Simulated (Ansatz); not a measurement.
## Electronic structure of C$_{2}$H$_{4}$FNSi (SMILES N=C=C(F)[SiH3]) in real space

The calculation's input:

```
crystal:
  periodic: [false, false, false]
  atoms:
    - {symbol: N, position_ang: [1.052553, 2.214208, -0.091283]}
    - {symbol: C, position_ang: [0.660828, 1.109399, -0.421222]}
    - {symbol: C, position_ang: [0.329814, -0.141225, -0.657838]}
    - {symbol: F, position_ang: [0.652580, -0.689496, -1.861287]}
    - {symbol: Si, position_ang: [-0.580646, -1.185976, 0.580843]}
    - {symbol: H, position_ang: [0.427500, 2.992584, -0.298923]}
    - {symbol: H, position_ang: [0.222986, -2.384205, 0.932622]}
    - {symbol: H, position_ang: [-1.884743, -1.630826, 0.025601]}
    - {symbol: H, position_ang: [-0.792369, -0.330762, 1.774387]}
basis:
  gaussian: {orbitals: def2-TZVPP}
hamiltonian: {xc: pbe0, dispersion: d4}
output: {orbitals: {seedname: orbitals}}
```

Command:

```sh
ansatz run in.yaml --threads 2 --pin off --events-out ev --progress --plain --max-ram 4352MiB
```

Geometry: PBE0-D4/def2-TZVP.

Level of theory: Ansatz 0.2.0, RKS PBE0-D4/def2-TZVPP.

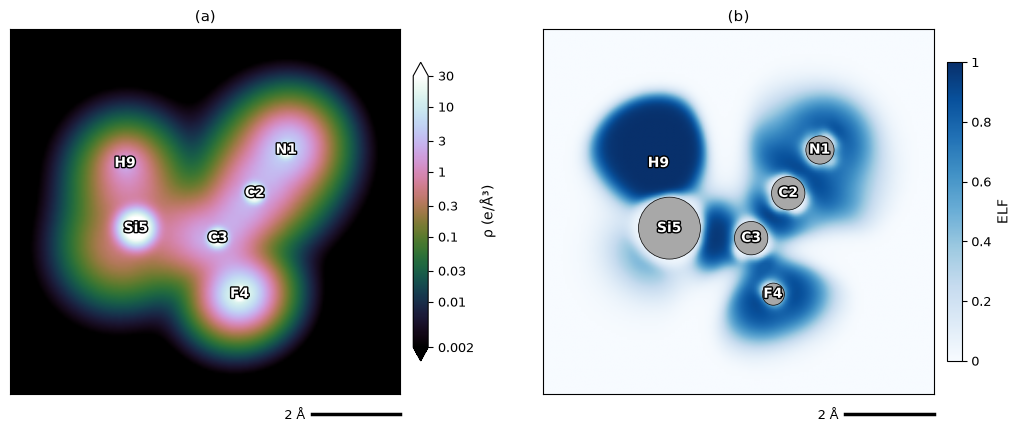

Figure 1. (a) total electron density; (b) electron localisation function on the plane of atoms C3, Si5 and H9. Grey discs cover the atomic cores in the ELF map.

**Describe what can be read from this map.**

Atoms in the plane: N, C, F, Si and H.
C–N (1.22 Å): the density is about 3.2 e/Å³ at the midpoint; the ELF peaks at about 0.90 between the atoms; a short, multiple covalent bond.
C–C (1.32 Å): the density is about 2.4 e/Å³ at the midpoint; the ELF peaks at about 0.90 between the atoms: a short, multiple covalent bond.
C–F (1.36 Å): the density is about 2.2 e/Å³ at the midpoint, with its minimum of 1.7 e/Å³ about 0.5 Å from C; the ELF peaks at about 0.85 between the atoms; a shared but strongly polarised pair.
C–Si (1.86 Å): ρ at the midpoint is about 0.97 e/Å³; the ELF peaks at about 0.95 between the atoms (a covalent bond).
Si–H (1.48 Å): ρ is about 0.81 e/Å³ halfway; the ELF climbs to about 1 towards the hydrogen, as it does in any bond to H.
The ELF also peaks beside F4, away from the bonds: lone-pair regions.

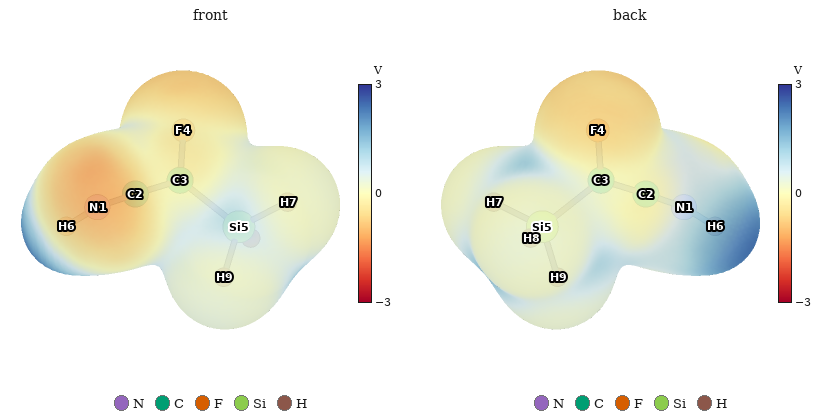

Figure 2. The molecular electrostatic potential painted on the density surface at 0.002 e/bohr³, seen from the front and from behind; the colour scale runs from red (negative) to blue (positive).

**Which sites attract a positive test charge, and which a negative one?**

A positive charge is drawn to the negative regions and a negative charge to the positive ones. The most negative region (about −1.2 V) lies over N1, the most positive (about +2.4 V) over H6. N1 is the likeliest acceptor of a hydrogen bond.

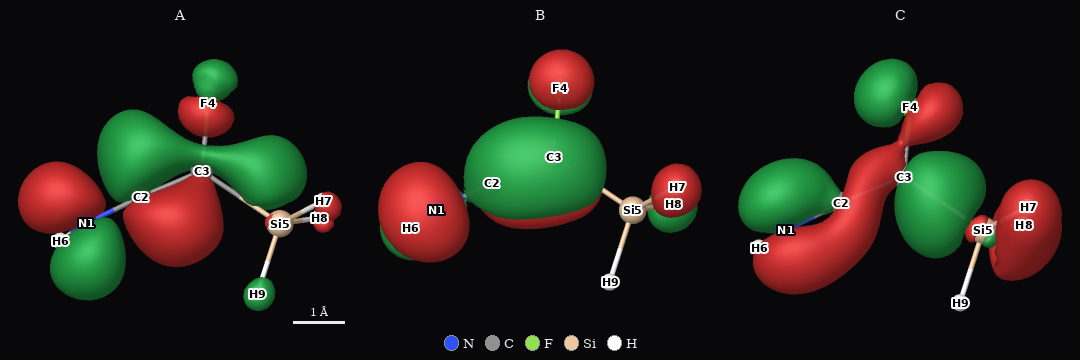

Figure 3. Three frontier orbitals at ±0.1 Å⁻³ᐟ² (green and red are the two phases), in no order.

**Order the three orbitals by energy and name them.**

C is the HOMO−1 (−9.73 eV). It lies mainly on C3 (about 20 %), Si5 (about 20 %), N1 (about 20 %), F4 (about 15 %) and C2 (about 10 %). B is the HOMO (−6.95 eV). It lies mainly on C3 (about 35 %), N1 (about 20 %), C2 (about 20 %) and F4 (about 10 %). A is the LUMO (−1.39 eV). By Hirshfeld shares it lies mainly on C2 (about 30 %), N1 (about 30 %), C3 (about 15 %), Si5 (about 10 %) and F4 (about 10 %); π-antibonding (π*) across C2–N1.

**What is the HOMO–LUMO gap?**

5.56 eV between the orbital energies.

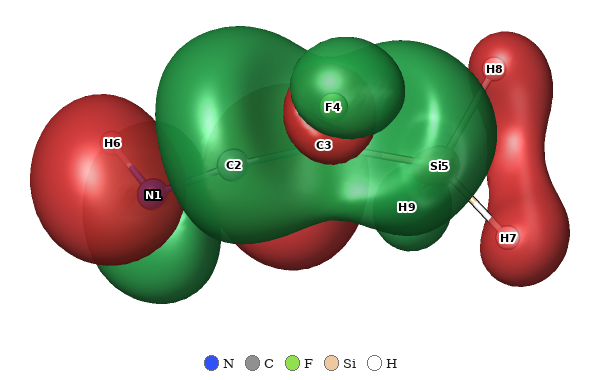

Figure 4. The LUMO at ±0.06 Å⁻³ᐟ² (green and red are the two phases), seen from one side.

**Where does this orbital lie, and at what energy?**

Its weight (Hirshfeld) is mainly on C2 (about 30 %), N1 (about 30 %), C3 (about 15 %), Si5 (about 10 %) and F4 (about 10 %); π-antibonding (π*) across C2–N1. Its energy is −1.39 eV.
